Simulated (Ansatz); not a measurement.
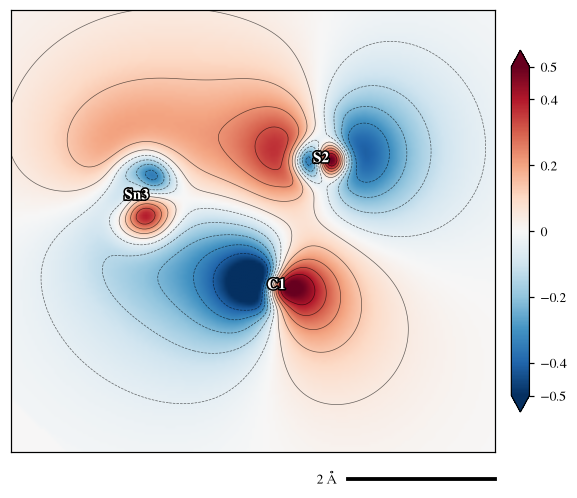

Figure. CH₂SSn (charge −1, doublet). The HOMO (β) on the plane of atoms S2, C1 and Sn3 (values in Å⁻³ᐟ²; the overall sign is arbitrary).

Geometry: r2SCAN-D4/def2-SVPD; core potentials replace the inner electrons of Sn; the highest occupied orbital lies above zero, a sign that basis and functional describe the outermost electron poorly.

These are results of isolated molecule in a Gaussian basis; Kohn-Sham density functional theory, functional PBE0 (Ansatz), not measurements.

```xyz
5

C    -1.9469    0.5099    0.6073
S    -1.1246    0.5024   -1.0295
Sn   -0.0572   -0.6754    0.9847
H    -2.0284    1.5132    1.0499
H    -2.9071   -0.0258    0.6156
```

### Describe this orbital and give its energy.

Its weight (Hirshfeld) is mainly on Sn3 (about 35 %), S2 (about 30 %) and C1 (about 30 %). Its energy is −1.18 eV.
